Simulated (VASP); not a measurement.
Band structure of ZrSi (relaxed from the rocksalt structure, space group Fm-3m). Computed with PBEsol GGA, VASP's PBE PAW potentials (set 64) (plane waves; VASP).

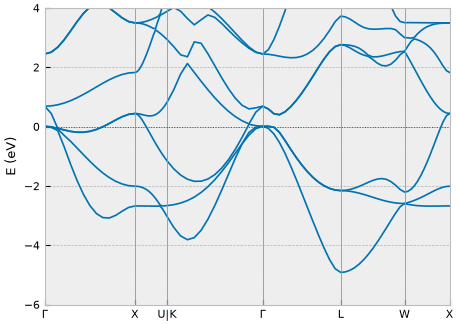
Figure. Bands along high-symmetry lines, zero at the valence-band maximum or, without a gap, the Fermi level

Problem. Read the plot: is there a gap, and where are the band edges?

Solution. It has no gap at this level: it comes out as a metal or semimetal. (Edges off the drawn lines would not show.)

The structure was generated: ZrSi was put into the rocksalt type (Fm-3m), which need not be its known phase. It was relaxed first, which changed the volume by -20 %.
